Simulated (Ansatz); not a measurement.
**Geometry relaxation of CH3GaO2 (part 1 of 2)**

The run: geometry relaxation of CH3GaO2. Method and program: RKS PBE0-D4/def2-TZVP (Ansatz 0.2.0).

The geometry: GFN2-xTB start. Figures and captions count atoms from 1; the log counts them from 0 in places.

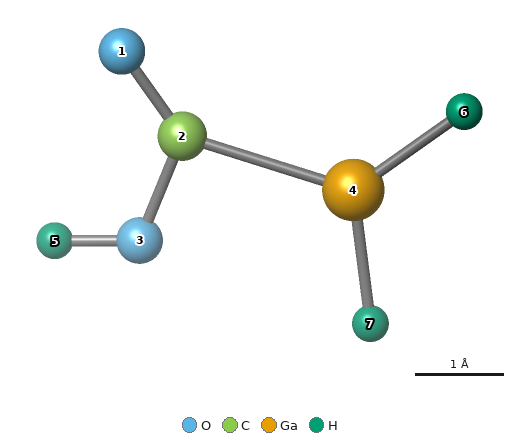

The starting structure (ball-and-stick view, seen at a tilt; atoms are numbered from 1 in the order of the input). Sticks mark near contacts. Bond lengths as drawn: C–Ga 2.04 Å, C–O 1.20 to 1.35 Å, Ga–H 1.58 to 1.59 Å and H–O 0.98 Å.

**Input**
```yaml
crystal:
  periodic: [false, false, false]
  atoms:
    - {symbol: O, position_ang: [0.454100, -0.671360, 1.885200]}
    - {symbol: C, position_ang: [0.277040, -0.369330, 0.738120]}
    - {symbol: O, position_ang: [0.906570, -0.972890, -0.293110]}
    - {symbol: Ga, position_ang: [-0.799870, 0.920870, -0.423950]}
    - {symbol: H, position_ang: [1.523920, -1.676530, -0.017910]}
    - {symbol: H, position_ang: [-1.878470, 1.980250, 0.075320]}
    - {symbol: H, position_ang: [-0.483290, 0.788990, -1.963660]}
basis:
  gaussian: {orbitals: def2-TZVP}
hamiltonian: {xc: pbe0, dispersion: d4}
relax: {f_tol: 0.005, max_steps: 150}
```

Run on 2 threads of Intel Xeon @ 2.50GHz, 11 GiB of memory available, shared host.

Command:
```bash
ansatz run in.yaml --threads 2 --pin off --events-out ev --progress --plain --max-ram 4352MiB
```

**The program's output**
```
Functional definition: PBE0
  name "PBE0"
  cite "Adamo & Barone, J. Chem. Phys. 110, 6158 (1999) doi:10.1063/1.478522"
  cite "Perdew, Burke & Ernzerhof, Phys. Rev. Lett. 77, 3865 (1996) doi:10.1103/PhysRevLett.77.3865"
  parent pbe
  parameter a = 0.25
  parameter kappa = 0.804
  parameter beta = 0.06672455060314922
  exchange = (1 - a)*pbe_x(kappa = kappa, mu = beta*pi^2/3) + a*exact_x
  correlation = pbe_c(beta = beta)
1027 factors; their error is unknown
mean field evaluation 1: about -57541.1708 eV, gradient 5.9e1 eV
mean field evaluation 2: about -57532.1371 eV, gradient 9.3e1 eV
mean field evaluation 4: about -57546.6093 eV, gradient 6.6e0 eV
mean field evaluation 8: about -57546.6775 eV, gradient 1.1e-1 eV
mean field evaluation 16: about -57546.8783 eV, gradient 5.2e-5 eV
mean field -57546.87827036 eV, -2114.8087697606 hartree, gradient 5.2e-5 eV, S^2 0.000000; 0 other end points of the search recorded, 0 dependent functions left out
the calculation of the forces begins
reference -57546.87829937 eV, -2114.8087708269 hartree; 28, 28 occupied and 131, 131 virtual orbitals, 1027 factors
relax step   1: F+E_penalty+E_count = -57546.98070872 eV  Δ(F+E_penalty+E_count) = +0.000e0 eV  max|allowed force component| = 6.537e-1 eV/Å  Δτ_max = 0.0000 Å  (28 SCF iters, accepted)
these checks for a lower state are left out or cut short: starts, cluster_reference, orbital_swaps, neighbouring_geometries, increment
1027 factors; their error is unknown
mean field -57547.02063563 eV, -2114.8140015877 hartree, gradient 2.7e-5 eV, S^2 0.000000; 0 other end points of the search recorded, 0 dependent functions left out
[... from here on the field's lines of each further geometry are left out, up to the last ...]
relax step   2: F+E_penalty+E_count = -57547.12286222 eV  Δ(F+E_penalty+E_count) = -1.422e-1 eV  max|allowed force component| = 3.802e-1 eV/Å  Δτ_max = 0.1272 Å  (30 SCF iters, accepted)
relax step   3: F+E_penalty+E_count = -57547.17525714 eV  Δ(F+E_penalty+E_count) = -5.239e-2 eV  max|allowed force component| = 7.269e-1 eV/Å  Δτ_max = 0.1770 Å  (37 SCF iters, accepted)
relax step   4: F+E_penalty+E_count = -57547.21290477 eV  Δ(F+E_penalty+E_count) = -3.765e-2 eV  max|allowed force component| = 2.184e-1 eV/Å  Δτ_max = 0.1681 Å  (31 SCF iters, accepted)
relax step   5: F+E_penalty+E_count = -57547.21705115 eV  Δ(F+E_penalty+E_count) = -4.146e-3 eV  max|allowed force component| = 1.435e-1 eV/Å  Δτ_max = 0.0567 Å  (33 SCF iters, accepted)
relax step   6: F+E_penalty+E_count = -57547.21968128 eV  Δ(F+E_penalty+E_count) = -2.630e-3 eV  max|allowed force component| = 2.976e-1 eV/Å  Δτ_max = 0.1252 Å  (39 SCF iters, accepted)
relax step   7: F+E_penalty+E_count = -57547.22383925 eV  Δ(F+E_penalty+E_count) = -4.158e-3 eV  max|allowed force component| = 3.776e-1 eV/Å  Δτ_max = 0.0424 Å  (33 SCF iters, accepted)
relax step   8: F+E_penalty+E_count = -57547.24200031 eV  Δ(F+E_penalty+E_count) = -1.816e-2 eV  max|allowed force component| = 1.607e-1 eV/Å  Δτ_max = 0.2000 Å  (37 SCF iters, accepted)
relax step   9: F+E_penalty+E_count = -57547.23788064 eV  Δ(F+E_penalty+E_count) = +4.120e-3 eV  max|allowed force component| = 1.421e0 eV/Å  Δτ_max = 0.1963 Å  (37 SCF iters, rejected (line search))
relax step  10: F+E_penalty+E_count = -57547.25273734 eV  Δ(F+E_penalty+E_count) = -1.074e-2 eV  max|allowed force component| = 1.762e-1 eV/Å  Δτ_max = 0.0965 Å  (32 SCF iters, accepted)
relax step  11: F+E_penalty+E_count = -57547.26306199 eV  Δ(F+E_penalty+E_count) = -1.032e-2 eV  max|allowed force component| = 3.954e-1 eV/Å  Δτ_max = 0.0972 Å  (32 SCF iters, accepted)
relax step  12: F+E_penalty+E_count = -57547.26869437 eV  Δ(F+E_penalty+E_count) = -5.632e-3 eV  max|allowed force component| = 8.780e-1 eV/Å  Δτ_max = 0.1463 Å  (38 SCF iters, accepted)
relax step  13: F+E_penalty+E_count = -57547.29798084 eV  Δ(F+E_penalty+E_count) = -2.929e-2 eV  max|allowed force component| = 3.880e-2 eV/Å  Δτ_max = 0.2000 Å  (37 SCF iters, accepted)
relax step  14: F+E_penalty+E_count = -57547.29667131 eV  Δ(F+E_penalty+E_count) = +1.310e-3 eV  max|allowed force component| = 7.542e-1 eV/Å  Δτ_max = 0.1951 Å  (37 SCF iters, rejected (line search))
relax step  15: F+E_penalty+E_count = -57547.30241477 eV  Δ(F+E_penalty+E_count) = -4.434e-3 eV  max|allowed force component| = 7.479e-2 eV/Å  Δτ_max = 0.0976 Å  (32 SCF iters, accepted)
relax step  16: F+E_penalty+E_count = -57547.30036969 eV  Δ(F+E_penalty+E_count) = +2.045e-3 eV  max|allowed force component| = 2.844e-1 eV/Å  Δτ_max = 0.0953 Å  (32 SCF iters, rejected (line search))
relax step  17: F+E_penalty+E_count = -57547.30453253 eV  Δ(F+E_penalty+E_count) = -2.118e-3 eV  max|allowed force component| = 2.222e-2 eV/Å  Δτ_max = 0.0476 Å  (33 SCF iters, accepted)
relax step  18: F+E_penalty+E_count = -57547.30513998 eV  Δ(F+E_penalty+E_count) = -6.074e-4 eV  max|allowed force component| = 3.163e-2 eV/Å  Δτ_max = 0.0500 Å  (32 SCF iters, accepted)
relax step  19: F+E_penalty+E_count = -57547.30443974 eV  Δ(F+E_penalty+E_count) = +7.002e-4 eV  max|allowed force component| = 7.327e-2 eV/Å  Δτ_max = 0.0231 Å  (32 SCF iters, rejected (line search))
relax step  20: F+E_penalty+E_count = -57547.30533956 eV  Δ(F+E_penalty+E_count) = -1.996e-4 eV  max|allowed force component| = 1.396e-2 eV/Å  Δτ_max = 0.0112 Å  (33 SCF iters, accepted)
relax step  21: F+E_penalty+E_count = -57547.30535532 eV  Δ(F+E_penalty+E_count) = -1.576e-5 eV  max|allowed force component| = 6.013e-3 eV/Å  Δτ_max = 0.0042 Å  (34 SCF iters, accepted)
the calculation of the forces begins
reference -57547.20342552 eV, -2114.8207189925 hartree; 28, 28 occupied and 131, 131 virtual orbitals, 1027 factors
relax step  22: F+E_penalty+E_count = -57547.30535925 eV  Δ(F+E_penalty+E_count) = -3.936e-6 eV  max|allowed force component| = 1.454e-3 eV/Å  Δτ_max = 0.0023 Å  (34 SCF iters, accepted)
1027 factors; their error is unknown
mean field evaluation 192: about -57547.2034 eV, gradient 5.7e-4 eV
```

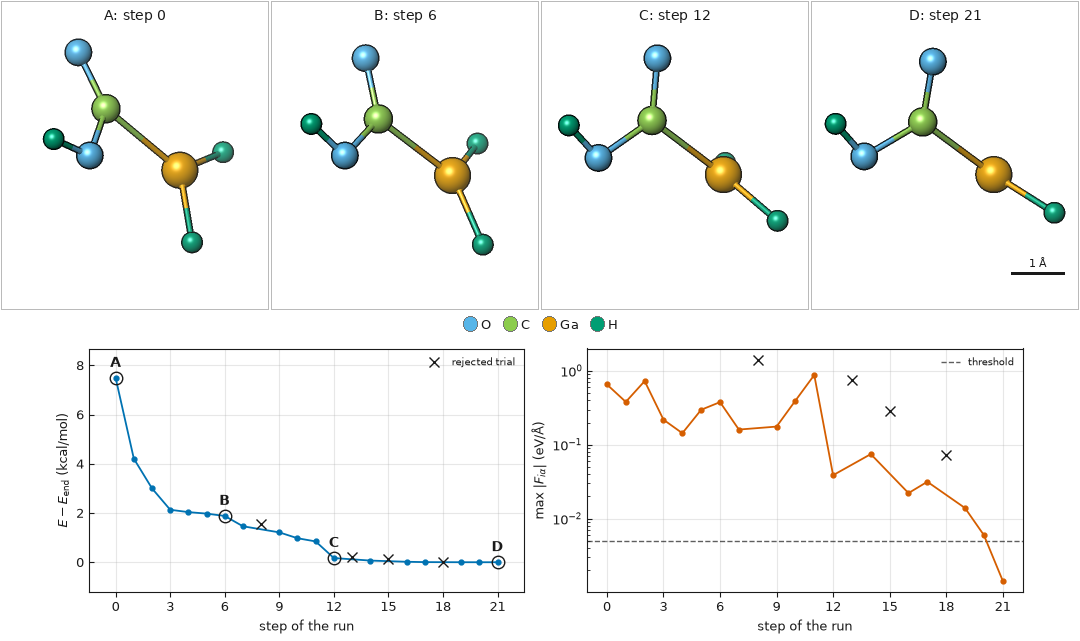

Frames of the relaxation (ball-and-stick view, seen at a tilt) above the curves, on which the letters mark them (the first geometry is step 0 here and step 1 in the log).

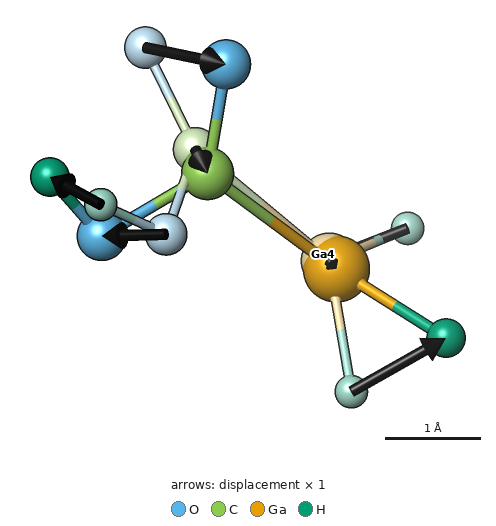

Start (faint) and end (solid) with the displacements as black arrows, at true length (ball-and-stick view, seen at a tilt). The two geometries are laid on each other by the best rigid fit. H7 moves most after the best rigid fit: 1.15 Å. By element the largest moves are H 1.15 Å, O 1.08 Å, C 0.37 Å, Ga 0.13 Å. Among the contacts that change: C2–Ga4 2.043 → 2.007 Å, Ga4–H6 1.592 → 1.562 Å, Ga4–H7 1.577 → 1.562 Å, C2–O3 1.351 → 1.344 Å. Among the angles that change: O3–C2–Ga4 95.4° → 117.6°, O1–C2–Ga4 141.3° → 120.3°, C2–Ga4–H6 126.8° → 118.0°. Over 21 geometry steps the energy falls by 7.49 kcal/mol. The largest force component goes from 0.65 to 0.0015 eV/Å. The line search rejected the trial steps at points 8, 13, 15, 18 (counted from 0) and went back. (Atoms are counted from 1 in the order of the input.)

```
mean field -57547.20339650 eV, -2114.8207179260 hartree, gradient 2.3e-5 eV, S^2 0.000000; 1 other end points of the search recorded, 0 dependent functions left out
the calculation of the forces begins
reference -57547.20342552 eV, -2114.8207189925 hartree; 28, 28 occupied and 131, 131 virtual orbitals, 1027 factors
Total energy: -57547.30538827 eV, -2114.8244660545 hartree
Atom 0 at     1.145281     0.117203     1.309789 Å, force    -0.000632    -0.000634    -0.001016 eV/Å
Atom 1 at     0.468727    -0.294969     0.401672 Å, force     0.000814     0.001454     0.001181 eV/Å
Atom 2 at     0.540025    -1.569236    -0.021028 Å, force    -0.000190    -0.001162    -0.000306 eV/Å
Atom 3 at    -0.817873     0.925115    -0.538358 Å, force     0.000052     0.000272    -0.000136 eV/Å
Atom 4 at     1.202285    -2.019964     0.531858 Å, force    -0.000001     0.000120     0.000308 eV/Å
Atom 5 at    -2.254830     1.072772     0.054764 Å, force    -0.000040    -0.000367     0.000121 eV/Å
Atom 6 at    -0.283615     1.769079    -1.738687 Å, force    -0.000003     0.000316    -0.000152 eV/Å
Dipole moment:    -0.139355    -0.159915    -0.216477 e Å
```

**Trajectory as extended XYZ (Å, eV, eV/Å), 22 frames, from step=1 to step=22**
```
7
Properties=species:S:1:pos:R:3:forces:R:3 step=1 energy=-57546.98071
O     0.4541   -0.6714    1.8852   -0.1952   0.2639  -0.3645
C     0.2770   -0.3693    0.7381    0.0286  -0.0553   0.0913
O     0.9066   -0.9729   -0.2931    0.6293  -0.6537  -0.3426
Ga   -0.7999    0.9209   -0.4239   -0.5077   0.5426   0.0571
H     1.5239   -1.6765   -0.0179   -0.1700   0.1445   0.3165
H    -1.8785    1.9803    0.0753    0.2562  -0.2765   0.0585
H    -0.4833    0.7890   -1.9637   -0.0412   0.0344   0.1839
7
Properties=species:S:1:pos:R:3:forces:R:3 step=2 energy=-57547.12286
O     0.3981   -0.5970    1.8283   -0.1329   0.1684  -0.2292
C     0.2804   -0.3667    0.6571    0.2558  -0.2697  -0.1262
O     0.9726   -1.0491   -0.2964    0.3032  -0.3480   0.0442
Ga   -0.8201    0.9452   -0.4574   -0.1755   0.1753   0.1487
H     1.5592   -1.7330    0.0904   -0.3561   0.3802   0.1450
H    -1.8630    1.9479    0.1706    0.1544  -0.1644   0.0029
H    -0.5273    0.8528   -1.9926   -0.0490   0.0581   0.0146
7
Properties=species:S:1:pos:R:3:forces:R:3 step=3 energy=-57547.17526
O     0.3556   -0.5270    1.7358    0.1716  -0.2083   0.1711
C     0.3089   -0.3900    0.5442   -0.6374   0.7269   0.0267
O     1.0284   -1.1228   -0.3069    0.2270  -0.2694  -0.0477
Ga   -0.8084    0.9355   -0.4721   -0.1300   0.1488  -0.1772
H     1.5258   -1.7206    0.2638    0.4340  -0.4824   0.0415
H    -1.8126    1.8740    0.2499   -0.0569   0.0381   0.1444
H    -0.5977    0.9509   -2.0147   -0.0083   0.0462  -0.1587
7
Properties=species:S:1:pos:R:3:forces:R:3 step=4 energy=-57547.21291
O     0.3294   -0.4893    1.7240   -0.0269   0.0814  -0.2184
C     0.3131   -0.3834    0.5246   -0.0143  -0.0480   0.0385
O     1.0651   -1.1780   -0.2664    0.0752  -0.0777   0.1951
Ga   -0.8047    0.9368   -0.5371   -0.0780   0.1430  -0.0709
H     1.5519   -1.7680    0.3380    0.0123  -0.0129  -0.1250
H    -1.7752    1.8151    0.3214    0.0045  -0.0185  -0.0259
H    -0.6796    1.0669   -2.1046    0.0271  -0.0673   0.2066
```
